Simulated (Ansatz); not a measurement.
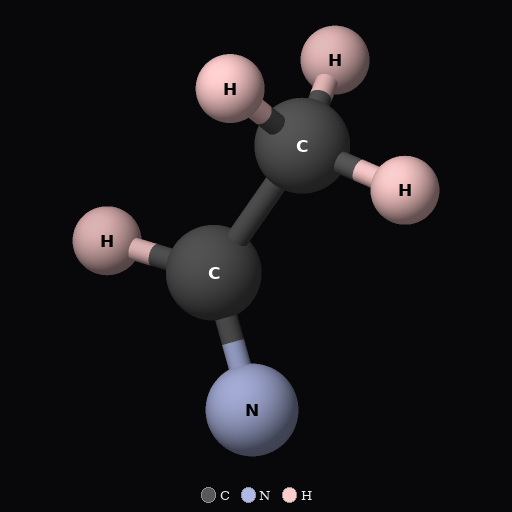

The picture shows a molecular structure as a ball-and-stick model.

Charge 0, doublet. The computed structure is the end point of a PBE0-D4/def2-TZVP optimisation. No frequency run is at hand to confirm it as a minimum.

What is the molecular formula?

Answer. C₂H₄N, 7 atoms: 2 carbon, 4 hydrogen and 1 nitrogen.

How many sets of symmetry-equivalent atoms are there?

Answer. 6: 1 C, 1 C, 1 N, 1 H, 2 H, 1 H.

What is the point group of this geometry?

Answer. Cs.

How many bonds of each kind are drawn?

Answer. 4 C–H, 1 C–C, 1 C–N. Sticks follow a distance rule.

More results for the same structure follow; atom numbers are the same in all pictures, views and colours differ.

**Shape**

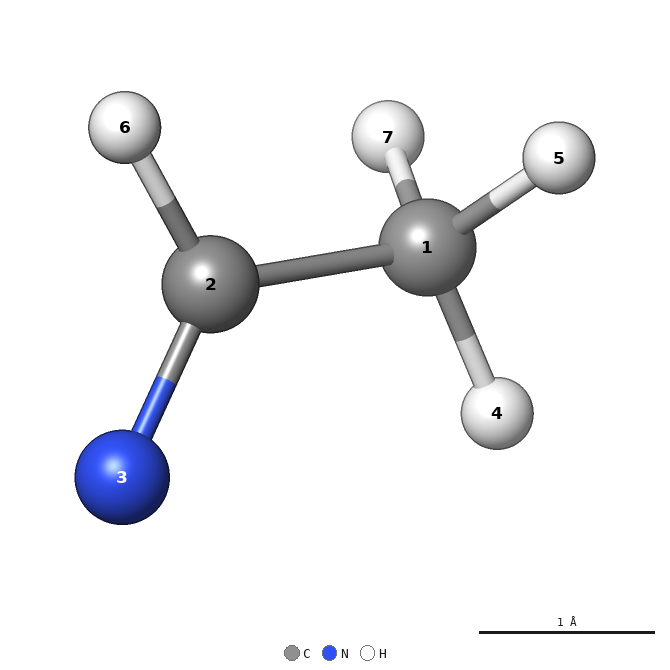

No frequency run is at hand to confirm it as a minimum.

Give these bond angles: C2–C1–H4, C2–C1–H5, H4–C1–H5, H5–C1–H7, C1–C2–N3, C1–C2–H6, N3–C2–H6.

```csv
angle,degrees
C2–C1–H4,110.7
C2–C1–H5,109.8
H4–C1–H5,109.4
H5–C1–H7,107.7
C1–C2–N3,124.8
C1–C2–H6,117.0
N3–C2–H6,118.2
```

**Electronic properties**

No frequency run is at hand to confirm it as a minimum. Properties computed with UKS PBE0-D4/def2-TZVPP (Ansatz 0.2.0).

Predict the main results.

- HOMO energy (Kohn–Sham orbital): −7.47 eV
- ⟨S²⟩ of the determinant: 0.761
- dispersion correction: −6.3 kJ/mol

**Dipole moment**

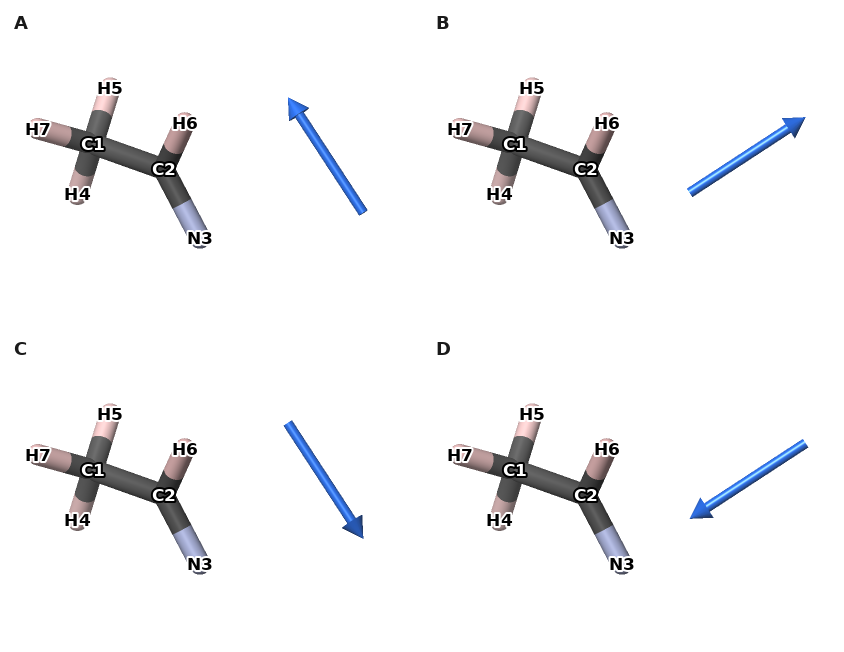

The same molecule four times, each with an arrow. No frequency run is at hand to confirm it as a minimum. Properties computed with UKS PBE0-D4/def2-TZVP (Ansatz 0.2.0).

Which arrow points along the dipole moment, from the negative to the positive end?

Answer. A. The dipole moment is 2.90 D; it points from the side of N3 to the side of H5, H7 (the outermost atoms at the two ends).

**Charges**

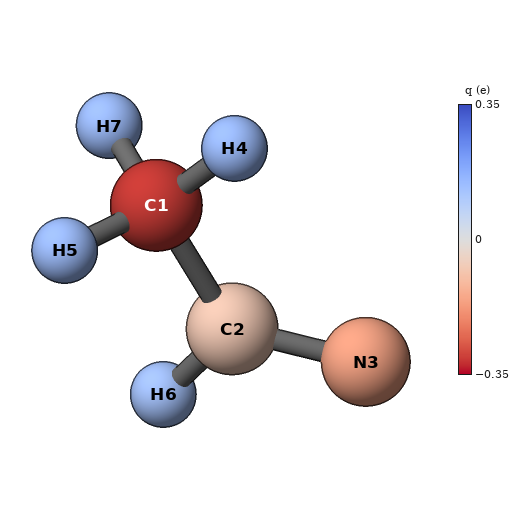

Atoms are coloured by their Mulliken charges. No frequency run is at hand to confirm it as a minimum. Method: UKS PBE0-D4/def2-TZVP (Ansatz 0.2.0).

Which atom carries the highest charge (most positive or least negative)?

Answer. H4, H5, H7 (0.14 e).

And the lowest?

Answer. C1 (−0.30 e).

Give the Mulliken charges atom by atom.

```tsv
atom	value (e)
C1	−0.30
C2	−0.07
N3	−0.15
H4	0.14
H5	0.14
H6	0.12
H7	0.14
```

Mulliken values depend strongly on the basis set and can even reverse the polarity of a bond.
